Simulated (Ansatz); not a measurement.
## Ligand exchange: C2H6S + SiH3(GeH3) → C2H8Si + GeH3(SH)

Species: C2H6S (ethanethiol) `CCS`, singlet; SiH3(GeH3), singlet; C2H8Si `CC[SiH3]`, singlet; GeH3(SH), singlet. The partners trade SH for SiH3: C–SH and Ge–SiH3 bonds give way to C–SiH3 and Ge–SH.

Shapes, held fixed at every level: PBE0-D4/def2-TZVP. Flexible molecules stand in one conformer, not always the lowest. Programs: Ansatz 0.2.0. The zero-point and thermal change to 298 K, harmonic and unscaled (PBE0-D4/def2-TZVP), is -0.6 kJ/mol.

```json
{"level": "HF/def2-SVP", "kind": "Hartree–Fock", "ΔH(298 K) (kJ/mol)": "-75.1", "less CCSD(T)/def2-TZVPP": "-10.0"}
{"level": "SPW92/def2-TZVPP", "kind": "LDA", "ΔH(298 K) (kJ/mol)": "-53.0", "less CCSD(T)/def2-TZVPP": "+12.1"}
{"level": "BHLYP-D4/def2-TZVPP", "kind": "global hybrid", "ΔH(298 K) (kJ/mol)": "-68.1", "less CCSD(T)/def2-TZVPP": "-3.0"}
{"level": "PBE0-D4/def2-TZVPP", "kind": "global hybrid", "ΔH(298 K) (kJ/mol)": "-60.1", "less CCSD(T)/def2-TZVPP": "+5.0"}
{"level": "r2SCAN0-D4/def2-TZVPP", "kind": "global hybrid", "ΔH(298 K) (kJ/mol)": "-65.0", "less CCSD(T)/def2-TZVPP": "+0.1"}
{"level": "CCSD/def2-SVP", "kind": "coupled cluster or CI", "ΔH(298 K) (kJ/mol)": "-63.8", "less CCSD(T)/def2-TZVPP": "+1.3"}
{"level": "CCSD/def2-TZVPP", "kind": "coupled cluster or CI", "ΔH(298 K) (kJ/mol)": "-66.1", "less CCSD(T)/def2-TZVPP": "-1.0"}
{"level": "CCSD(T)/def2-TZVPP", "kind": "coupled cluster or CI", "ΔH(298 K) (kJ/mol)": "-65.1", "less CCSD(T)/def2-TZVPP": "0.0"}
```

The highest level, CCSD(T)/def2-TZVPP, gives ΔH(298 K) = -65.1 kJ/mol; the levels span -75.1 to -53.0. The column of differences is taken from that level and isn't an error. No measured value is set beside it here. Relativity is left out for Ge unless named. Correlated rows may include outer-core shells of Ge, which these sets cover unevenly.

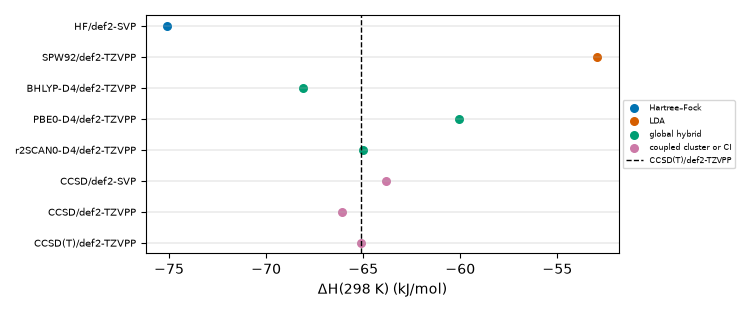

The values of the table, level by level.
